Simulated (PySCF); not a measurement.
# Run report: Sn$_{2}$NHF$_{6}$, geometry relaxation (part 2 of 2)

The same run, continued: Sn$_{2}$NHF$_{6}$ ((F3Sn)2NH); PBE0-D3(BJ)/def2-SVP geometry optimisation, gas phase (PySCF 2.14.0). The run did not end well. It belongs to a series of runs on one base structure; here: F, NH.

Geometry of the input (Å):
```
Sn 1.0480  1.0174  0.9752
F  2.6879  0.4140  0.5153
F  1.0037  2.9870  1.0327
F  0.7093  0.4849  2.7227
N  -0.4009  0.6649  -0.4921
Sn -0.8096  -1.2107  -0.9903
F  -2.6734  -1.4199  -0.9590
F  -0.1211  -1.5686  -2.7463
F  -0.0449  -2.5947  0.1405
H  -1.2742  1.1490  -0.1944
```

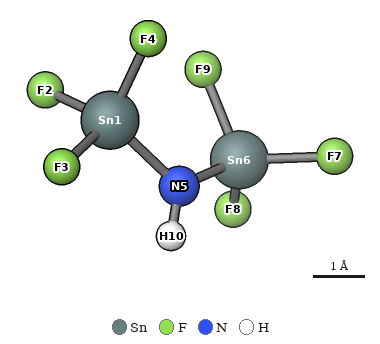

*The geometry at step 22 of the log (ball-and-stick view, seen at a tilt; atoms are numbered from 1 in the order of the input).*

### Trajectory as extended XYZ, continued
```
10
Properties=species:S:1:pos:R:3:forces:R:3 step=13 energy=-29443.45146
Sn    0.9488    1.1206    0.9622    0.0426  -0.0461   0.0257
F     2.5642    0.2981    0.3655   -0.0338   0.0217   0.0074
F     1.1862    3.0149    0.9961   -0.0121   0.0094  -0.0111
F     0.6384    0.6162    2.7799    0.0094   0.0124  -0.0265
N    -0.5070    0.6100   -0.3084   -0.0356  -0.0180  -0.0080
Sn   -0.7813   -1.2493   -0.9820   -0.0332   0.0130   0.0157
F    -2.6221   -1.7560   -0.8857    0.0191   0.0072   0.0046
F    -0.2728   -1.5696   -2.7919    0.0096  -0.0032   0.0023
F     0.3196   -2.3443    0.1339    0.0143  -0.0176   0.0038
H    -1.3495    1.1828   -0.2653    0.0198   0.0213  -0.0139
10
Properties=species:S:1:pos:R:3:forces:R:3 step=14 energy=-29443.45333
Sn    0.9528    1.1183    0.9550    0.0553  -0.0089   0.0139
F     2.5859    0.3466    0.3386   -0.0434  -0.0034   0.0153
F     1.1545    3.0169    0.9992   -0.0245   0.0133  -0.0087
F     0.6693    0.5957    2.7715    0.0124   0.0043  -0.0270
N    -0.5077    0.6020   -0.3072   -0.0113  -0.0187   0.0008
Sn   -0.7917   -1.2590   -0.9669   -0.0560   0.0194  -0.0004
F    -2.6309   -1.7700   -0.8686    0.0169   0.0047   0.0204
F    -0.2976   -1.5977   -2.7775    0.0253  -0.0042   0.0027
F     0.3211   -2.3321    0.1592    0.0128  -0.0213  -0.0017
H    -1.3311    1.2026   -0.2990    0.0125   0.0148  -0.0153
10
Properties=species:S:1:pos:R:3:forces:R:3 step=15 energy=-29443.45531
Sn    0.9612    1.1173    0.9440    0.0334   0.0493  -0.0135
F     2.6108    0.3981    0.3110   -0.0240  -0.0317   0.0170
F     1.1112    3.0214    0.9950   -0.0300   0.0001  -0.0040
F     0.7090    0.5760    2.7585    0.0137  -0.0088  -0.0091
N    -0.5043    0.5939   -0.3094    0.0082  -0.0274   0.0195
Sn   -0.8069   -1.2706   -0.9465   -0.0518   0.0332  -0.0254
F    -2.6452   -1.7803   -0.8375    0.0077   0.0015   0.0290
F    -0.3246   -1.6320   -2.7565    0.0263  -0.0032   0.0080
F     0.3167   -2.3265    0.1857    0.0098  -0.0166  -0.0006
H    -1.3032    1.2259   -0.3399    0.0067   0.0037  -0.0209
10
Properties=species:S:1:pos:R:3:forces:R:3 step=16 energy=-29443.45826
Sn    0.9795    1.1165    0.9206   -0.0237   0.1037  -0.0400
F     2.6578    0.4913    0.2675    0.0165  -0.0529   0.0178
F     1.0177    3.0266    0.9854   -0.0150  -0.0210  -0.0030
F     0.7869    0.5366    2.7285    0.0154  -0.0293   0.0173
N    -0.4938    0.5787   -0.3170    0.0267  -0.0041   0.0579
Sn   -0.8396   -1.2891   -0.9059   -0.0134   0.0116  -0.0656
F    -2.6737   -1.7979   -0.7526   -0.0129  -0.0032   0.0389
F    -0.3912   -1.6953   -2.7159    0.0194   0.0014   0.0038
F     0.3160   -2.3118    0.2262   -0.0062  -0.0032   0.0042
H    -1.2351    1.2676   -0.4324   -0.0066  -0.0030  -0.0314
10
Properties=species:S:1:pos:R:3:forces:R:3 step=17 energy=-29443.45963
Sn    0.9890    1.1151    0.9101   -0.0527   0.0762  -0.0337
F     2.6797    0.5226    0.2600    0.0321  -0.0439   0.0088
F     0.9742    3.0251    0.9794    0.0086  -0.0040  -0.0026
F     0.8210    0.5144    2.7132    0.0101  -0.0313   0.0209
N    -0.4868    0.5740   -0.3220    0.0131   0.0071   0.0539
Sn   -0.8584   -1.2938   -0.8884    0.0215  -0.0024  -0.0727
F    -2.6866   -1.8060   -0.6885   -0.0131  -0.0041   0.0367
F    -0.4401   -1.7184   -2.7022    0.0039   0.0068   0.0094
F     0.3247   -2.2995    0.2313   -0.0180   0.0038   0.0086
H    -1.1920    1.2898   -0.4885   -0.0055  -0.0081  -0.0295
10
Properties=species:S:1:pos:R:3:forces:R:3 step=18 energy=-29443.46257
Sn    0.9921    1.1165    0.8991   -0.0309   0.0014   0.0009
F     2.6798    0.4974    0.2650    0.0326   0.0014  -0.0120
F     0.9701    3.0267    0.9518    0.0281  -0.0012   0.0020
F     0.8338    0.5101    2.7015   -0.0052  -0.0077   0.0136
N    -0.4897    0.5760   -0.3225   -0.0327   0.0282   0.0119
Sn   -0.8734   -1.2921   -0.8733    0.0536  -0.0220  -0.0456
F    -2.6854   -1.8234   -0.5938   -0.0111  -0.0049   0.0159
F    -0.5000   -1.7274   -2.6944   -0.0200   0.0079   0.0051
F     0.3548   -2.2711    0.2207   -0.0186   0.0017   0.0214
H    -1.1574    1.3106   -0.5499    0.0042  -0.0048  -0.0132
10
Properties=species:S:1:pos:R:3:forces:R:3 step=19 energy=-29443.46377
Sn    0.9934    1.1174    0.8863    0.0051  -0.0546   0.0246
F     2.6792    0.4955    0.2464    0.0161   0.0218  -0.0124
F     0.9720    3.0273    0.9393    0.0302   0.0079   0.0000
F     0.8515    0.5005    2.6869   -0.0109   0.0046   0.0002
N    -0.4987    0.5780   -0.3219   -0.0391   0.0302  -0.0092
Sn   -0.8848   -1.2931   -0.8569    0.0474  -0.0300  -0.0133
F    -2.6842   -1.8407   -0.5294   -0.0035  -0.0026   0.0057
F    -0.5448   -1.7473   -2.6797   -0.0214   0.0112   0.0012
F     0.3731   -2.2389    0.2338   -0.0218   0.0059   0.0107
H    -1.1322    1.3245   -0.6006   -0.0020   0.0055  -0.0076
10
Properties=species:S:1:pos:R:3:forces:R:3 step=20 energy=-29443.46529
Sn    0.9996    1.1074    0.8664    0.0573  -0.1305   0.0412
F     2.6821    0.4850    0.2127   -0.0151   0.0489  -0.0123
F     0.9978    3.0168    0.9318    0.0275   0.0163  -0.0054
F     0.8764    0.4644    2.6596   -0.0201   0.0226  -0.0231
N    -0.5174    0.5893   -0.3212   -0.0378   0.0347  -0.0340
Sn   -0.9110   -1.2864   -0.8314   -0.0004  -0.0183   0.0354
F    -2.6795   -1.8689   -0.4058    0.0154   0.0027  -0.0058
F    -0.6508   -1.7684   -2.6594   -0.0166   0.0137  -0.0127
F     0.4069   -2.1691    0.2420   -0.0069  -0.0093   0.0131
H    -1.0794    1.3531   -0.6903   -0.0033   0.0193   0.0036
10
Properties=species:S:1:pos:R:3:forces:R:3 step=21 energy=-29443.39256
Sn    1.0096    1.0275    0.7304    0.5775  -0.5764   0.3315
F     2.6737    0.4308   -0.0105   -0.1165   0.2236  -0.0603
F     1.1139    2.9270    0.9135    0.0440   0.0708   0.0112
F     0.9637    0.2011    2.4508   -0.1349   0.2351   0.0343
N    -0.6442    0.7035   -0.3456   -0.1303   0.3552  -0.2155
Sn   -1.0537   -1.2052   -0.6684   -0.3799  -0.1932   0.0387
F    -2.5779   -1.9418    0.2210    0.1496   0.0312  -0.1265
F    -1.1655   -1.8686   -2.4522    0.0385  -0.0014  -0.0554
F     0.5409   -1.7261    0.2676    0.2365  -0.2700   0.1660
H    -0.7357    1.3751   -1.1022   -0.2845   0.1250  -0.1241
10
Properties=species:S:1:pos:R:3:forces:R:3 step=22 energy=-29443.46179
Sn    1.0177    1.0660    0.8082    0.2293  -0.2982   0.1031
F     2.6898    0.4501    0.1111   -0.0818   0.1140  -0.0162
F     1.0828    2.9721    0.9231    0.0201   0.0466  -0.0048
F     0.9276    0.3449    2.5738   -0.0607   0.0882  -0.0463
N    -0.5702    0.6372   -0.3269   -0.0553   0.0967  -0.0939
Sn   -0.9857   -1.2518   -0.7616   -0.1215  -0.0273   0.1059
F    -2.6533   -1.9105   -0.0990    0.0955   0.0054  -0.0608
F    -0.9242   -1.8066   -2.5853   -0.0158   0.0086  -0.0490
F     0.4698   -1.9788    0.2553    0.0484  -0.0862   0.0612
H    -0.9296    1.4006   -0.8944   -0.0582   0.0522   0.0007
10
Properties=species:S:1:pos:R:3:forces:R:3 step=23 energy=-29443.46653
Sn    1.0222    1.0623    0.8355    0.1036  -0.1941  -0.0135
F     2.6761    0.3985    0.1387   -0.1130   0.0640   0.0192
F     1.1676    2.9648    0.9289   -0.0189   0.0515  -0.0064
F     0.8798    0.3948    2.6192   -0.0163   0.0423  -0.0675
N    -0.5616    0.6380   -0.3159    0.0314  -0.0941  -0.0386
Sn   -0.9581   -1.2499   -0.8040   -0.0771   0.0817   0.1979
F    -2.6618   -1.8908   -0.2211    0.0599   0.0020  -0.0486
F    -0.8460   -1.7543   -2.6400    0.0059   0.0057  -0.0326
F     0.4353   -2.0518    0.2475   -0.0176   0.0219  -0.0435
H    -1.0290    1.4116   -0.7843    0.0422   0.0190   0.0336
10
Properties=species:S:1:pos:R:3:forces:R:3 step=24 energy=-29443.46981
Sn    1.0238    1.0656    0.8376    0.0675  -0.0541   0.0296
F     2.6955    0.4561    0.1431   -0.0354   0.0208  -0.0024
F     1.0945    2.9746    0.9369   -0.0007  -0.0158  -0.0092
F     0.8972    0.3924    2.6186   -0.0123   0.0140  -0.0281
N    -0.5461    0.6212   -0.3182    0.0107   0.0017  -0.0231
Sn   -0.9594   -1.2592   -0.7975   -0.0506   0.0216   0.0239
F    -2.6742   -1.8940   -0.2511   -0.0012  -0.0032   0.0032
F    -0.8250   -1.7606   -2.6342    0.0005   0.0146  -0.0090
F     0.4259   -2.0753    0.2483    0.0250  -0.0095   0.0097
H    -1.0074    1.4024   -0.7791   -0.0036   0.0100   0.0054
10
Properties=species:S:1:pos:R:3:forces:R:3 step=25 energy=-29443.47215
Sn    1.0384    1.0411    0.8244    0.0499  -0.0404   0.0215
F     2.7068    0.4363    0.1200   -0.0188   0.0132  -0.0111
F     1.1325    2.9486    0.9373    0.0007  -0.0053  -0.0058
F     0.9030    0.3524    2.5977   -0.0146   0.0079  -0.0113
N    -0.5542    0.6384   -0.3190    0.0184   0.0215  -0.0173
Sn   -0.9887   -1.2407   -0.7800   -0.0497   0.0008   0.0076
F    -2.6672   -1.9038   -0.1611    0.0016  -0.0075   0.0007
F    -0.9286   -1.7434   -2.6206    0.0043   0.0152  -0.0033
F     0.4416   -2.0293    0.2300    0.0254  -0.0135   0.0123
H    -0.9590    1.4237   -0.8241   -0.0172   0.0079   0.0068
10
Properties=species:S:1:pos:R:3:forces:R:3 step=26 energy=-29443.47411
Sn    1.0538    1.0117    0.8183    0.0246   0.0073   0.0019
F     2.7085    0.3896    0.1001    0.0047  -0.0037  -0.0116
F     1.1975    2.9164    0.9352   -0.0043  -0.0049  -0.0011
F     0.8933    0.3243    2.5891   -0.0056  -0.0082   0.0072
N    -0.5616    0.6576   -0.3111    0.0077   0.0142  -0.0112
Sn   -1.0128   -1.2173   -0.7718   -0.0464  -0.0084  -0.0032
F    -2.6569   -1.9165   -0.1038    0.0026   0.0019   0.0020
F    -1.0135   -1.6960   -2.6197    0.0196   0.0081  -0.0022
F     0.4544   -1.9946    0.1982    0.0150  -0.0078   0.0060
H    -0.9380    1.4482   -0.8299   -0.0179   0.0015   0.0122
10
Properties=species:S:1:pos:R:3:forces:R:3 step=27 energy=-29443.47497
Sn    1.0608    1.0050    0.8247   -0.0231   0.0288  -0.0145
F     2.7093    0.3739    0.1025    0.0178  -0.0172  -0.0081
F     1.2127    2.9087    0.9405   -0.0006   0.0037   0.0025
F     0.8895    0.3227    2.5965    0.0076  -0.0159   0.0095
N    -0.5547    0.6572   -0.3065    0.0149   0.0011   0.0025
Sn   -1.0133   -1.2119   -0.7810   -0.0138  -0.0125   0.0091
F    -2.6692   -1.9056   -0.1368   -0.0031   0.0007   0.0016
F    -0.9917   -1.6677   -2.6344    0.0050  -0.0035  -0.0021
F     0.4396   -2.0142    0.1916   -0.0054   0.0184  -0.0154
H    -0.9584    1.4552   -0.7926    0.0007  -0.0036   0.0149
10
Properties=species:S:1:pos:R:3:forces:R:3 step=28 energy=-29443.47559
Sn    1.0678    0.9953    0.8236   -0.0221   0.0186  -0.0133
F     2.7076    0.3542    0.0900    0.0123  -0.0124  -0.0009
F     1.2371    2.8974    0.9455   -0.0015  -0.0004   0.0034
F     0.8934    0.3071    2.5931    0.0148  -0.0112   0.0048
N    -0.5558    0.6630   -0.3005    0.0072  -0.0095   0.0026
Sn   -1.0217   -1.2030   -0.7817    0.0020   0.0110  -0.0015
F    -2.6742   -1.9034   -0.1373   -0.0110   0.0008   0.0027
F    -1.0005   -1.6469   -2.6382   -0.0008  -0.0075   0.0047
F     0.4354   -2.0065    0.1837    0.0000   0.0128  -0.0126
H    -0.9644    1.4661   -0.7737   -0.0008  -0.0023   0.0099
10
Properties=species:S:1:pos:R:3:forces:R:3 step=29 energy=-29443.47719
Sn    1.0923    0.9629    0.8168   -0.0293  -0.0311  -0.0058
F     2.7120    0.3088    0.0491   -0.0044   0.0015   0.0126
F     1.3003    2.8590    0.9717   -0.0028  -0.0053   0.0066
F     0.9192    0.2415    2.5743    0.0267   0.0064  -0.0108
N    -0.5564    0.6812   -0.2859   -0.0003  -0.0014   0.0055
Sn   -1.0526   -1.1725   -0.7823    0.0379   0.0325   0.0004
F    -2.6943   -1.8875   -0.1270   -0.0140   0.0102  -0.0013
F    -1.0447   -1.5902   -2.6446   -0.0127  -0.0190   0.0033
F     0.4211   -1.9795    0.1570    0.0016   0.0045  -0.0140
H    -0.9722    1.4995   -0.7247   -0.0027   0.0018   0.0036
10
Properties=species:S:1:pos:R:3:forces:R:3 step=30 energy=-29443.47911
Sn    1.1414    0.8885    0.8049   -0.0298  -0.0955   0.0115
F     2.7257    0.2234   -0.0256   -0.0190   0.0153   0.0237
F     1.4213    2.7675    1.0407   -0.0054  -0.0236   0.0144
F     0.9683    0.0920    2.5309    0.0390   0.0365  -0.0174
N    -0.5488    0.7199   -0.2587   -0.0305   0.0148  -0.0127
Sn   -1.1142   -1.1026   -0.7890    0.0728   0.0590  -0.0222
F    -2.7352   -1.8387   -0.1076   -0.0201   0.0243  -0.0060
F    -1.1479   -1.4698   -2.6617   -0.0212  -0.0340   0.0087
F     0.3915   -1.9269    0.0865    0.0156  -0.0049   0.0035
H    -0.9774    1.5701   -0.6160   -0.0013   0.0081  -0.0035
```

### Outcome

| quantity | value |
| --- | --- |
| outcome | not converged |
| total energy | −1082.027909 hartree |
| dipole moment | 3.45 D |
| point group | C1 |
| hardware | 1 CPU thread, shared host |
| wall time | 8.7 min |
| peak memory | 0.67 GiB |

### What went wrong

The run did not converge. At least one of its steps failed, so the values that rest on that step are not results.
